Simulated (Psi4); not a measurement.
# wB97M-V/def2-TZVPP (core potential) run of InF (SMILES [F][In])

Aim: the energy change on altering one bond length of InF at wB97M-V/def2-TZVPP (core potential), from 2 runs. 

The results are computed with Psi4 1.11.

### Step 1. The structure to begin with

InF: 2 atoms, total charge 0, spin state singlet. SMILES: `[F][In]`. Geometry: relaxed at PBE0-D4/def2-TZVP.

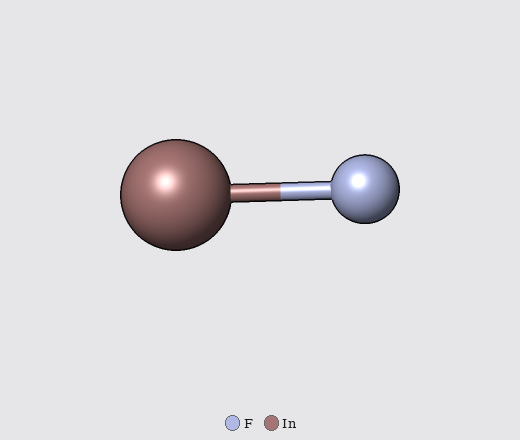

The structure, seen from a chosen angle (fluorine light blue, indium brown).

### Step 2. A single-point energy at wB97M-V/def2-TZVPP (core potential)

Input file input.in:

```
memory 1.6 GB

molecule system {
  0 1
  F
  In 1 1.99367
  symmetry c1
}

set {
  puream true
  e_convergence 1e-09
  d_convergence 1e-08
  scf_type pk
  dft_radial_points 99
  dft_spherical_points 590
}

energy_value = energy("wb97m-v/def2-TZVPP")
```

Command:

```
$ psi4 input.in input.out -n 1
```

input.out, shortened:

```text
[...]
    !!!  WARNING: ECP capability is in beta. Please check occupations closely.  !!!
[...]
  Running in c1 symmetry.
[...]
  Nuclear repulsion =   50.166021867525735
[...]
  Multiplicity = 1
[...]
  Nalpha       = 15
  Nbeta        = 15
[...]
    Number of basis functions: 81
[...]
   @RKS iter   1:  -289.84490049984350   -1.16758e+00   8.29678e-03 DIIS/ADIIS
[...]
   @RKS iter  11:  -290.01012139501290   -2.84786e-11   7.24786e-09 DIIS
[...]
    Orbital Energies [Eh]
    ---------------------
    Doubly Occupied:
       1A    -24.798836     2A     -4.813781     3A     -3.209524
       4A     -3.209524     5A     -3.200131     6A     -1.198875
       7A     -0.874711     8A     -0.874711     9A     -0.867439
      10A     -0.867439    11A     -0.863211    12A     -0.501481
      13A     -0.442759    14A     -0.442759    15A     -0.354463
[...]
  @RKS Final Energy:  -290.01012139501290
   => Energetics <=
    Nuclear Repulsion Energy =             50.1660218675257354
    One-Electron Energy =                -575.6170212981299983
    Two-Electron Energy =                 254.6506562549254795
    DFT Exchange-Correlation Energy =     -19.3300692826086227
    Empirical Dispersion Energy =           0.0000000000000000
    VV10 Nonlocal Energy =                  0.1202910632745261
    Total Energy =                       -290.0101213950129022
[...]
 Multipole Moments:
 ------------------------------------------------------------------------------------
     Multipole            Electronic (a.u.)      Nuclear  (a.u.)        Total (a.u.)
 ------------------------------------------------------------------------------------
 L = 1.  Multiply by 2.5417464519 to convert [e a0] to [Debye]
 Dipole X            :          0.0000001            0.0000000            0.0000001
 Dipole Y            :         -0.0000000            0.0000000           -0.0000000
 Dipole Z            :         19.1162286          -17.8711737            1.2450549
 Magnitude           :                                                    1.2450549
[...]
```

It took 25 s on 1 thread of Intel Xeon Platinum 8259CL at 2.50GHz (Skylake/Cascade Lake), shared host; peak memory 0.9 GiB.

### Step 3. The distorted shape at the same level

Input file fin.py:

```python
import psi4

psi4.set_memory('1600 MB')
psi4.set_num_threads(1)
psi4.core.set_output_file('run.log', False)

m = psi4.geometry("""
0 1
F
In 1 2.5918
symmetry c1
no_reorient
no_com
""")

psi4.set_options({
    'basis': 'def2-TZVPP',
    'puream': True,
    'e_convergence': 1e-09,
    'd_convergence': 1e-08,
    'scf_type': 'pk',
    'dft_radial_points': 99,
    'dft_spherical_points': 590,
})

E = psi4.energy('wb97m-v')
print(f'total energy {E:.8f} hartree = {E * 27.211386:.5f} eV')
```

Command:

```
$ python fin.py
```

run.log, shortened:

```text
[...]
    !!!  WARNING: ECP capability is in beta. Please check occupations closely.  !!!
[...]
  Running in c1 symmetry.
[...]
  Nuclear repulsion =   38.588815810104940
[...]
  Multiplicity = 1
[...]
  Nalpha       = 15
  Nbeta        = 15
[...]
    Number of basis functions: 81
[...]
   @RKS iter   1:  -289.76833438942054   -1.25870e+00   8.76934e-03 DIIS/ADIIS
[...]
   @RKS iter  12:  -289.96185199219735   -5.29212e-11   6.95953e-09 DIIS
[...]
    Orbital Energies [Eh]
    ---------------------
    Doubly Occupied:
       1A    -24.721500     2A     -4.857473     3A     -3.251748
       4A     -3.251748     5A     -3.245646     6A     -1.097025
       7A     -0.915254     8A     -0.915254     9A     -0.909253
      10A     -0.909253    11A     -0.906846    12A     -0.458302
      13A     -0.355886    14A     -0.355886    15A     -0.350164
[...]
  @RKS Final Energy:  -289.96185199219735
   => Energetics <=
    Nuclear Repulsion Energy =             38.5888158101049399
    One-Electron Energy =                -552.4339584696278962
    Two-Electron Energy =                 243.0411756428625836
    DFT Exchange-Correlation Energy =     -19.2795633546578671
    Empirical Dispersion Energy =           0.0000000000000000
    VV10 Nonlocal Energy =                  0.1216783791209192
    Total Energy =                       -289.9618519921972961
[...]
 Multipole Moments:
 ------------------------------------------------------------------------------------
     Multipole            Electronic (a.u.)      Nuclear  (a.u.)        Total (a.u.)
 ------------------------------------------------------------------------------------
 L = 1.  Multiply by 2.5417464519 to convert [e a0] to [Debye]
 Dipole X            :          0.0000000            0.0000000            0.0000000
 Dipole Y            :         -0.0000000            0.0000000           -0.0000000
 Dipole Z            :         26.0263970          -23.2327857            2.7936112
 Magnitude           :                                                    2.7936112
[...]
```

Standard output:

```text
total energy -289.96185199 hartree = -7890.26388 eV
```

It took 27 s on 1 thread of Intel Xeon Platinum 8259CL at 2.50GHz (Skylake/Cascade Lake), shared host; peak memory 0.87 GiB.

### Step 4. What came out

At wB97M-V/def2-TZVPP (core potential):

| quantity | value |
| --- | --- |
| first shape: total energy | -290.01012 Eh |
| first shape: dipole moment | 3.16 D |
| first shape: HOMO energy | -9.65 eV |
| first shape: LUMO energy | -0.11 eV |
| first shape: HOMO–LUMO gap | 9.54 eV |
| distorted shape: total energy | -289.96185 Eh |
| distorted shape: dipole moment | 7.10 D |
| distorted shape: HOMO energy | -9.53 eV |
| distorted shape: LUMO energy | -0.79 eV |
| distorted shape: HOMO–LUMO gap | 8.74 eV |
| energy change with the F1–In2 bond stretched from 1.994 to 2.592 Å | 1.313 eV |

With the F1–In2 bond stretched from 1.994 to 2.592 Å the energy rises by 1.31 eV (30 kcal/mol). The first shape isn't relaxed at this level, so the change isn't measured from a minimum.
